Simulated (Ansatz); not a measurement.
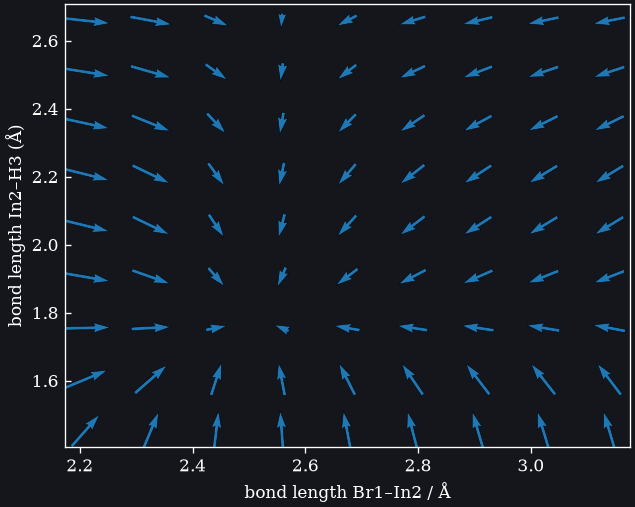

BrHIn, SMILES [Br][InH], spin multiplicity 2. First axis: bond length Br1–In2. Second axis: bond length In2–H3. Nothing is relaxed (all other coordinates rigid). The grid has 9 × 9 points. Points are written as (first, second). Theory: UKS PBE0-D4/def2-TZVP in Ansatz.

Drawn: arrows along the force (downhill), their lengths compressed.

The arrows alone are given. Where is the energy lowest?

Answer. The arrows converge at about (2.511 Å, 1.772 Å) (read from the interpolated surface).

The energy map of the same scan:

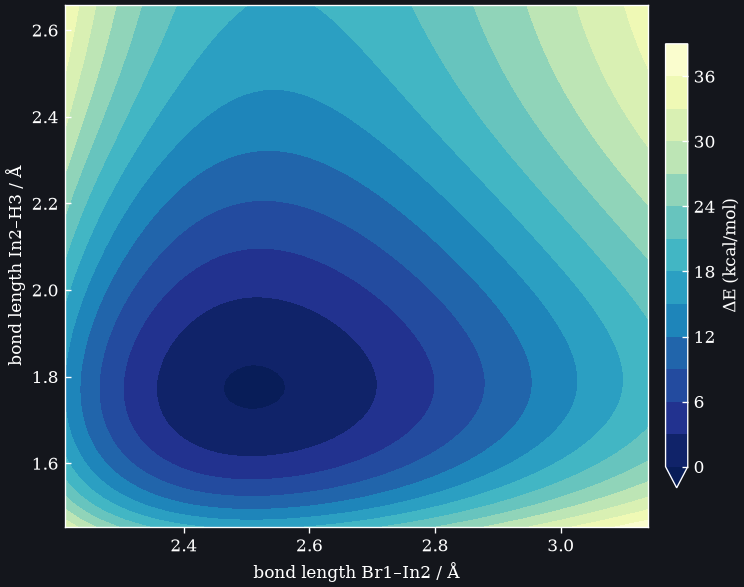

Energies are in kcal/mol, from the lowest grid point; between grid points the surface is interpolated.
